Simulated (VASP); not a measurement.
## Cl on Cu(111): binding against coverage

Aim: adsorption energy and work function of Cl on Cu(111) from low coverage to a full layer.

Calculated with VASP 6.6.1; PBE; plane waves and PAW (Cu), in the first sound run; inputs show where later runs differ.

### 1. The structure

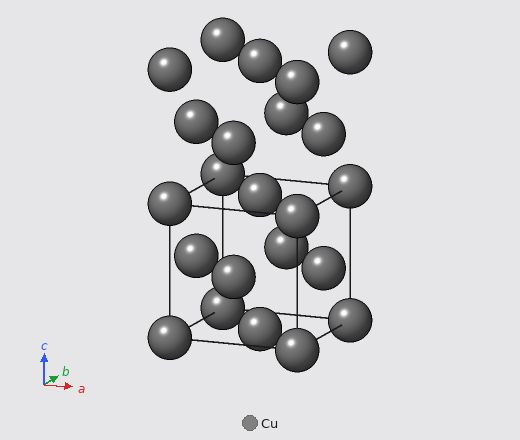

The starting structure, seen slightly off an axis (copper grey). 1×1×2 cells are drawn. This picture shows the conventional cell, with its axes. Some periodic images of atoms are drawn too.

As a file:

```cif
data_structure
_symmetry_space_group_name_H-M 'Fm-3m'
_symmetry_Int_Tables_number 225
_cell_length_a 3.6100
_cell_length_b 3.6100
_cell_length_c 3.6100
_cell_angle_alpha 90.000
_cell_angle_beta 90.000
_cell_angle_gamma 90.000
_cell_volume 47.05
loop_
_atom_site_label
_atom_site_type_symbol
_atom_site_symmetry_multiplicity
_atom_site_Wyckoff_symbol
_atom_site_fract_x
_atom_site_fract_y
_atom_site_fract_z
_atom_site_occupancy
Cu1 Cu 4 a 0.00000 0.00000 0.00000 1
```

### 2. The bulk reference, job relaxation, k-mesh 18×18×18

The bulk crystal is relaxed first, so that the slabs are cut at this functional's lattice.

Contents of INCAR:

```
SYSTEM = Cu
PREC = Accurate
ENCUT = 430
EDIFF = 1E-06
NELM = 120
ISMEAR = 1
SIGMA = 0.15
LREAL = .FALSE.
ALGO = Normal
GGA = PE
NBANDS = 11
LASPH = .TRUE.
LORBIT = 11
LWAVE = .FALSE.
LCHARG = .FALSE.
KPAR = 8
IBRION = 2
NSW = 30
ISIF = 3
EDIFFG = -0.01
POTIM = 0.4
```

Contents of POSCAR:

```
Cu
1.0
    0.0000000000      1.8050000000      1.8050000000
    1.8050000000      0.0000000000      1.8050000000
    1.8050000000      1.8050000000      0.0000000000
Cu
1
Direct
    0.0000000000      0.0000000000      0.0000000000
```

Contents of KPOINTS:

```
Automatic mesh
0
Gamma
18 18 18
0 0 0
```

PAW data sets: Cu (PBE family, release 64).

Run with:

```console
$ mpirun -np 8 vasp_std
```

What it wrote:

```text
[banner, memory and clock lines left out]
running    8 mpi-ranks, on    1 nodes
 distrk:  each k-point on    1 cores,    8 groups
 distr:  one band on    1 cores,    1 groups

 POSCAR found type information on POSCAR Cu
 POSCAR found :  1 types and       1 ions
|                                                                             |
|           W    W    AA    RRRRR   N    N  II  N    N   GGGG   !!!           |
|           W    W   A  A   R    R  NN   N  II  NN   N  G    G  !!!           |
|           W    W  A    A  R    R  N N  N  II  N N  N  G       !!!           |
|           W WW W  AAAAAA  RRRRR   N  N N  II  N  N N  G  GGG   !            |
|           WW  WW  A    A  R   R   N   NN  II  N   NN  G    G                |
|           W    W  A    A  R    R  N    N  II  N    N   GGGG   !!!           |
|                                                                             |
|     For optimal performance we recommend to set                             |
|       NCORE = 2 up to number-of-cores-per-socket                            |
|     NCORE specifies how many cores store one orbital (NPAR=cpu/NCORE).      |
|     This setting can greatly improve the performance of VASP for DFT.       |
|     The default, NCORE=1 might be grossly inefficient on modern             |
|     multi-core architectures or massively parallel machines. Do your        |
|     Unfortunately you need to use the default for GW and RPA                |
|     calculations (for HF NCORE is supported but not extensively tested      |
|     yet).                                                                   |
|                                                                             |

 LDA part: xc-table for (Slater+PW92), standard interpolation
 POSCAR, INCAR and KPOINTS ok, starting setup
 FFT: planning ... GRIDC
 FFT: planning ... GRID_SOFT
 FFT: planning ... GRID
 WAVECAR not read
 entering main loop
       N       E                     dE             d eps       ncg     rms          rms(c)
DAV:   1     0.367247763390E+02    0.36725E+02   -0.49518E+03  4706   0.146E+03
DAV:   2    -0.374198689282E+01   -0.40467E+02   -0.37520E+02  4400   0.188E+02
DAV:   3    -0.462411408540E+01   -0.88213E+00   -0.87986E+00  4902   0.350E+01
DAV:   4    -0.462964164993E+01   -0.55276E-02   -0.55270E-02  4770   0.241E+00
DAV:   5    -0.462969917479E+01   -0.57525E-04   -0.57525E-04  4907   0.250E-01    0.767E+00
DAV:   6    -0.410265281195E+01    0.52705E+00   -0.15061E+01  4973   0.776E+01    0.390E+00
DAV:   7    -0.373753115279E+01    0.36512E+00   -0.23679E+00  4973   0.306E+01    0.569E-01
DAV:   8    -0.372690374752E+01    0.10627E-01   -0.48821E-03  4797   0.111E+00    0.314E-01
DAV:   9    -0.372519140002E+01    0.17123E-02   -0.11033E-02  5042   0.193E+00    0.327E-02
DAV:  10    -0.372519075474E+01    0.64528E-06   -0.61701E-05  6356   0.142E-01    0.641E-03
DAV:  11    -0.372519017840E+01    0.57633E-06   -0.36330E-07  3171   0.848E-03
   1 F= -.37251902E+01 E0= -.37252286E+01  d E =-.372519E+01
 curvature:   0.00 expect dE= 0.000E+00 dE for cont linesearch  0.000E+00
 trial: gam= 0.00000 g(F)=  0.751E-63 g(S)=  0.336E-02 ort = 0.000E+00 (trialstep = 0.100E+01)
 search vector abs. value=  0.336E-02
 bond charge predicted
       N       E                     dE             d eps       ncg     rms          rms(c)
DAV:   1    -0.381811161708E+01   -0.92921E-01   -0.15787E+00  5004   0.285E+01    0.247E+00
DAV:   2    -0.375615260998E+01    0.61959E-01   -0.12161E+00  4929   0.212E+01    0.987E-01
DAV:   3    -0.372899453072E+01    0.27158E-01   -0.20026E-01  4922   0.891E+00    0.378E-01
DAV:   4    -0.372638045565E+01    0.26141E-02   -0.55711E-03  5756   0.968E-01    0.446E-02
DAV:   5    -0.372635809360E+01    0.22362E-04   -0.18039E-04  5018   0.262E-01    0.120E-02
DAV:   6    -0.372635797960E+01    0.11399E-06   -0.45543E-06  3354   0.340E-02
   2 F= -.37263580E+01 E0= -.37264155E+01  d E =-.116780E-02
 trial-energy change:   -0.001168  1 .order   -0.001226   -0.003362    0.000911
 step:   0.7725(harm=  0.7868)  dis= 0.00000  next Energy=    -3.726462 (dE=-0.127E-02)
 bond charge predicted
       N       E                     dE             d eps       ncg     rms          rms(c)
DAV:   1    -0.373131624350E+01   -0.49581E-02   -0.81026E-02  4998   0.629E+00    0.582E-01
DAV:   2    -0.372829420114E+01    0.30220E-02   -0.70902E-02  4914   0.513E+00    0.250E-01
DAV:   3    -0.372658438880E+01    0.17098E-02   -0.11774E-02  4910   0.215E+00    0.801E-02
DAV:   4    -0.372645793941E+01    0.12645E-03   -0.14181E-04  5109   0.116E-01    0.162E-03
DAV:   5    -0.372645770887E+01    0.23053E-06   -0.13211E-06  3462   0.165E-02
   3 F= -.37264577E+01 E0= -.37265110E+01  d E =-.126753E-02
 curvature:  -0.39 expect dE=-0.496E-07 dE for cont linesearch -0.496E-07
 trial: gam=-0.00610 g(F)=  0.103E-61 g(S)=  0.127E-06 ort = 0.206E-04 (trialstep = 0.955E+00)
 search vector abs. value=  0.105E-09
 reached required accuracy - stopping structural energy minimisation
```

The job ended after 4.8 s (8 MPI ranks of Intel Xeon 6975P-C (Granite Rapids), shared host; peak memory 1 GiB).

The logs omit lines about the potential files and the build; timing stands in the text.

From OUTCAR (step 2):

```text
ion  position               nearest neighbor table
   1  0.000  0.000  0.000-

  LATTYP: Found a face centered cubic cell.
 ALAT       =     3.6100000000

 Subroutine GETGRP returns: Found 48 space group operations
 (whereof 48 operations were pure point group operations)

The static configuration has the point symmetry O_h .

 Found    195 irreducible k-points:

   k-points           NKPTS =    195   k-points in BZ     NKDIM =    195   number of bands    NBANDS=     11

   dimension x,y,z NGX =    18 NGY =   18 NGZ =   18
   dimension x,y,z NGXF=    36 NGYF=   36 NGZF=   36

   ENCUT  =  430.0 eV  31.60 Ry    5.62 a.u.   4.32  4.32  4.32*2*pi/ulx,y,z

   NELECT =      11.0000    total number of electrons

 k-points in reciprocal lattice and weights: Automatic mesh
   0.00000000  0.00000000  0.00000000       0.000
   0.05555556  0.00000000  0.00000000       0.001
   0.11111111  0.00000000  0.00000000       0.001
   0.16666667  0.00000000  0.00000000       0.001
   0.22222222  0.00000000  0.00000000       0.001
   0.27777778  0.00000000  0.00000000       0.001
   0.33333333  0.00000000  0.00000000       0.001
   0.38888889  0.00000000  0.00000000       0.001
   0.44444444  0.00000000  0.00000000       0.001
[...]
-0.27777778  0.44444444  0.22222222       0.004
  -0.27777778  0.50000000  0.22222222       0.002

 average (electrostatic) potential at core
       1 -63.8025

 E-fermi :   7.4235

 k-point     1 :       0.0000    0.0000    0.0000
  band No.  band energies     occupation
    ...
      2       4.4624      2.00000
      3       4.4624      2.00000
      4       4.4624      2.00000
      5       5.2711      2.00000
      6       5.2711      2.00000
      7      29.9564      0.00000
      8      32.5124      0.00000
      9      32.5124      0.00000
     10      32.5124      0.00000
     11      34.9979      0.00000

 k-point     2 :       0.0556    0.0000    0.0000
  band No.  band energies     occupation
    ...
      2       4.4390      2.00000
      3       4.4835      2.00000
      4       4.4835      2.00000
      5       5.2627      2.00000
      6       5.2627      2.00000
      7      29.2949      0.00000
      8      31.1723      0.00000
      9      32.1475      0.00000
     10      32.1475      0.00000
     11      35.5226      0.00000

 k-point     3 :       0.1111    0.0000    0.0000
  band No.  band energies     occupation
    ...
      2       4.3754      2.00000
      3       4.5384      2.00000
      4       4.5384      2.00000
      5       5.2460      2.00000
      6       5.2460      2.00000
      7      26.8479      0.00000
      8      30.6182      0.00000
      9      31.4803      0.00000
     10      31.4803      0.00000
     11      36.6181      0.00000

  Total        0.0010457      0.0010457      0.0010457      0.0000000     -0.0000000      0.0000000
  in kB        0.1402988      0.1402988      0.1402988      0.0000000     -0.0000000      0.0000000
  external PRESSURE =       0.1402988 kB  Pullay stress =       0.0000000 kB

  energy-cutoff  :      430.00
  volume of cell :       11.94
      direct lattice vectors                 reciprocal lattice vectors
    -0.000000000  1.814171064  1.814171064    -0.275607968  0.275607968  0.275607968
     1.814171064 -0.000000000  1.814171064     0.275607968 -0.275607968  0.275607968
     1.814171064  1.814171064 -0.000000000     0.275607968  0.275607968 -0.275607968

 POSITION                                       TOTAL-FORCE (eV/Angst)
 -----------------------------------------------------------------------------------
      0.00000      0.00000     -0.00000        -0.000000     -0.000000     -0.000000
 -----------------------------------------------------------------------------------
    total drift:                                0.000000      0.000000     -0.000000

  FREE ENERGIE OF THE ION-ELECTRON SYSTEM (eV)
  ---------------------------------------------------
  free  energy   TOTEN  =        -3.7264577089 eV

  energy  without entropy=       -3.7266175780  energy(sigma->0) =       -3.72651100

 reached required accuracy - stopping structural energy minimisation

 total charge
# of ion       s       p       d       tot
------------------------------------------
    1        0.445   0.373   9.174   9.991

[... 3 further parts left out ...]
```

CONTCAR:

```
Cu
   1.00000000000000
    -0.0000000000000000    1.8141710637525077    1.8141710637525077
     1.8141710637525077   -0.0000000000000000    1.8141710637525077
     1.8141710637525077    1.8141710637525077   -0.0000000000000000
  Cu
     1
Direct
     0.0000000000000000    0.0000000000000000    0.0000000000000000
```

This run has no spin polarisation. Its electron count is odd, so without a moment it is a metal by construction. The run keeps the 48 symmetry operations of its start, so it cannot find a distortion of lower symmetry.

Step by step:

```tsv
step	energy less that of the first step (eV)	largest force (eV/Å)	pressure (GPa)	volume (Å³)
1	0.0000	0.0000	2.32	11.76
2	-0.0012	0.0000	-0.62	12.00
3	-0.0013	0.0000	0.01	11.94
```

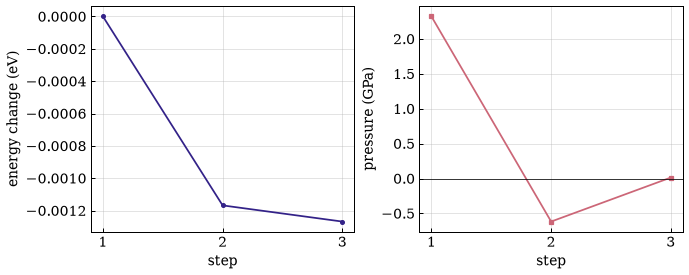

Energy and pressure along the relaxation.

```tsv
conventional cell, symmetrised	before	after	change
a (Å)	3.610	3.628	+0.5 %
b (Å)	3.610	3.628	+0.5 %
c (Å)	3.610	3.628	+0.5 %
volume (Å³/atom)	11.76	11.94	+1.5 %
```

Final coordinates:

```xyz
1
Lattice="0.0000 1.8142 1.8142 1.8142 0.0000 1.8142 1.8142 1.8142 0.0000" Properties=species:S:1:pos:R:3 pbc="T T T"
Cu    0.0000    0.0000    0.0000
```

This step gave:

| Property | Result |
| --- | --- |
| electronic cycles | 22 |
| electrons | 11 |
| free energy (TOTEN) | -3.726 eV |
| energy at zero smearing | -3.727 eV |
| Fermi energy | 7.423 eV |
| metallic | yes |

The run ended after 3 ionic steps, 0.001 eV below its first step, once forces and stress met EDIFFG = -0.01.

Energy at zero smearing: -3.72651 eV.

### 3. The bulk reference, job self-consistent run, k-mesh 22×22×22

Contents of INCAR:

```
SYSTEM = Cu
PREC = Normal
ENCUT = 330
EDIFF = 1E-06
NELM = 120
ISMEAR = 1
SIGMA = 0.15
LREAL = .FALSE.
ALGO = Fast
GGA = PE
NBANDS = 11
LASPH = .TRUE.
LORBIT = 11
LWAVE = .FALSE.
LCHARG = .FALSE.
KPAR = 8
```

Contents of POSCAR:

```
Cu
1.0
    0.0000000000      1.8141710638      1.8141710638
    1.8141710638      0.0000000000      1.8141710638
    1.8141710638      1.8141710638      0.0000000000
Cu
1
Direct
    0.0000000000      0.0000000000      0.0000000000
```

Contents of KPOINTS:

```
Automatic mesh
0
Gamma
22 22 22
0 0 0
```

Run with:

```console
$ mpirun -np 8 vasp_std
```

What it wrote:

```text
[banner, memory and clock lines left out]
running    8 mpi-ranks, on    1 nodes
[...]
[... a notice as in an earlier step ...]

 LDA part: xc-table for (Slater+PW92), standard interpolation
 POSCAR, INCAR and KPOINTS ok, starting setup
[...]
entering main loop
       N       E                     dE             d eps       ncg     rms          rms(c)
DAV:   1     0.322640366734E+02    0.32264E+02   -0.42131E+03  7908   0.121E+03
DAV:   2    -0.395302930051E+01   -0.36217E+02   -0.33526E+02  7377   0.168E+02
DAV:   3    -0.462434189954E+01   -0.67131E+00   -0.66929E+00  8255   0.291E+01
DAV:   4    -0.462831967054E+01   -0.39778E-02   -0.39774E-02  8021   0.193E+00
[...]
RMM:  11    -0.373589073713E+01   -0.72885E-05   -0.66156E-05  9541   0.115E-01    0.160E-02
RMM:  12    -0.373589100246E+01   -0.26533E-06   -0.20154E-05  9567   0.650E-02    0.395E-03
RMM:  13    -0.373589154904E+01   -0.54659E-06   -0.43904E-06  7107   0.209E-02
   1 F= -.37358915E+01 E0= -.37359547E+01  d E =0.189543E-03
```

Wall time 2 s (8 MPI ranks); peak memory 0.87 GiB.

From OUTCAR (step 3):

```text
  Total        0.0706079      0.0706079      0.0706079      0.0000000      0.0000000      0.0000000
  in kB        9.4732602      9.4732602      9.4732602      0.0000000      0.0000000      0.0000000
  external PRESSURE =       9.4732602 kB  Pullay stress =       0.0000000 kB

 POSITION                                       TOTAL-FORCE (eV/Angst)
 -----------------------------------------------------------------------------------
      0.00000      0.00000      0.00000         0.000000      0.000000      0.000000
 -----------------------------------------------------------------------------------
    total drift:                               -0.000000     -0.000000     -0.000000

  FREE ENERGIE OF THE ION-ELECTRON SYSTEM (eV)
  ---------------------------------------------------
  free  energy   TOTEN  =        -3.7358915490 eV

  energy  without entropy=       -3.7360810922  energy(sigma->0) =       -3.73595473

[... 3 further parts left out ...]
[key lines of the parts left out:]
E-fermi :   7.4371
```

This step gave:

| Quantity | Value |
| --- | --- |
| electronic cycles | 13 |
| free energy (TOTEN) | -3.736 eV |
| energy at zero smearing | -3.736 eV |
| Fermi energy | 7.437 eV |

Energy at zero smearing: -3.73595 eV.

The run ends at a pressure of 0.95 GPa.

(Continued in part 2 of 10.)

[Lines on the potential files, build, host, timing and source positions are cut from VASP's logs without a mark.]

[Logs are printed without paths, hosts, clocks, repeated set-up lines and the standing remarks that a program may print on its own settings, such as how far it seeks lower states.]

[Hosts, paths, dates, database ids (printed as entryN), source tags and the programs' standing remarks are cut or masked in the printed files.]

[Runs that stopped without an error message from VASP are left out.]
